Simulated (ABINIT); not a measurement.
Band structure of C (Fd-3m, 2 atoms in the cell).

```
C
1.0
    0.00000     1.79426     1.79426
    1.79426     0.00000     1.79426
    1.79426     1.79426     0.00000
C
2
Direct
  0.50000   0.50000   0.50000
  0.75000   0.75000   0.75000
```

Method: PBE, norm-conserving pseudopotentials (PseudoDojo nc-sr-05 PBE standard) (plane waves; ABINIT 10.0.3).

Settings: pseudos = [C.upf]; ecut = 41 Ha; occopt = 1; ngkpt = 13 13 13; nshiftk = 1; shiftk = 0 0 0; potentials = PseudoDojo nc-sr-05 PBE standard; kptopt = 1; nstep = 50; toldfe1 = 1e-09 Ha; ndtset = 2; getden2 = 1; iscf2 = -2.

The starting cell comes from a database of computed structures (which also holds hypothetical and non-ambient phases and stackings), without a prior relaxation at this level. Its lattice was rescaled by a random factor within 2.5 % of one.

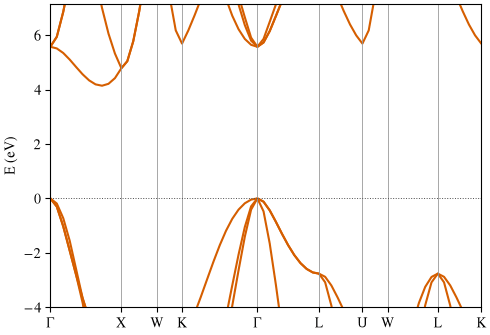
*Bands along the path, energies from the top of the valence band on the SCF mesh.*

Task: Read off roughly the gap and where its edges lie.

Result: The gap along the path is about 4.1 eV (computed: 4.14 eV), from Γ to a point between Γ and X; the smallest direct gap on it is 5.57 eV.

Levels in eV from the top of the valence band on the SCF mesh, bands 1 to 8:
| point | 1 | 2 | 3 | 4 | 5 | 6 | 7 | 8 |
|---|---|---|---|---|---|---|---|---|
| Γ | -21.24 | 0.00 | 0.00 | 0.00 | 5.57 | 5.57 | 5.57 | 12.91 |
| X | -12.65 | -12.65 | -6.21 | -6.21 | 4.78 | 4.78 | 16.54 | 16.54 |
| W | -11.89 | -11.89 | -8.18 | -8.18 | 10.60 | 10.60 | 12.11 | 12.11 |
| K | -12.88 | -11.63 | -9.15 | -5.28 | 5.69 | 10.66 | 14.17 | 15.35 |
| L | -15.57 | -13.19 | -2.76 | -2.76 | 8.44 | 8.44 | 8.65 | 15.54 |
| U | -12.88 | -11.63 | -9.15 | -5.28 | 5.69 | 10.66 | 14.17 | 15.35 |
